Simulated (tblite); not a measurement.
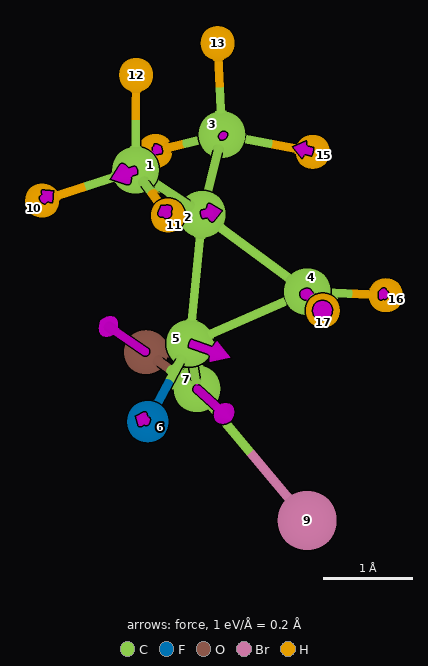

Starting geometry of C$_{6}$H$_{8}$BrFO with the computed forces as purple arrows. Style: ball-and-stick. Shown from a free direction.

Theory: GFN2-xTB geometry optimisation, gas phase (tblite 0.8.0). 

### Is this structure relaxed? If not, where do the atoms go?

It isn't relaxed: the largest force vector, on the O atom, is 5.92 eV/Å. The final displacements have little in common with the starting forces (cosine between the two patterns −0.07). The atom that moves furthest after the best rigid fit is the Br atom (1.90 Å). By element the largest moves are Br 1.90 Å, O 1.70 Å, H 0.68 Å, C 0.47 Å, F 0.23 Å. Among the contacts that change: C–O 1.127 → 1.190 Å, C–H 1.131 → 1.080 Å, C–C 1.491 → 1.538 Å, C–C 1.502 → 1.459 Å. Bond angles that change, for instance: C–C–F 107.0° → 116.3°, C–C–F 123.1° → 115.9°, C–C–C 112.6° → 119.4°. Groups turn about C–C by about 85°, C–C by about 35°, C–C by about 30°. The energy falls by 23.3 kcal/mol in 131 geometry steps.
